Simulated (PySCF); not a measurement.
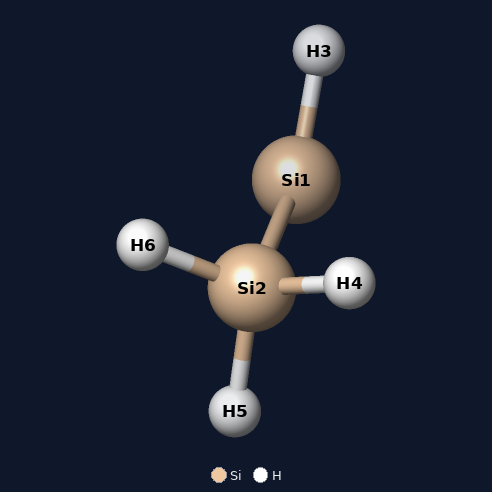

State: neutral, triplet. The computed structure is the end point of a PBE0-D3(BJ)/def2-SVP optimisation. No frequency run is at hand to confirm it as a minimum. Level of theory: UKS PBE, IGLO-III on Si, pcH-1 on H, non-relativistic (PySCF 2.14.0).

Give the isotropic hyperfine couplings (Fermi-contact term alone) of Si1, Si2, H3, H4, H5, H6.

```json
{"atom": "Si1", "isotope": "29Si", "a_iso (MHz)": "−314.8"}
{"atom": "Si2", "isotope": "29Si", "a_iso (MHz)": "−26.3"}
{"atom": "H3", "isotope": "1H", "a_iso (MHz)": "29.8"}
{"atom": "H4", "isotope": "1H", "a_iso (MHz)": "38.5"}
{"atom": "H5", "isotope": "1H", "a_iso (MHz)": "−5.0"}
{"atom": "H6", "isotope": "1H", "a_iso (MHz)": "38.5"}
```

The spin state was imposed, and no run here compares it with a lower spin, which may lie lower.
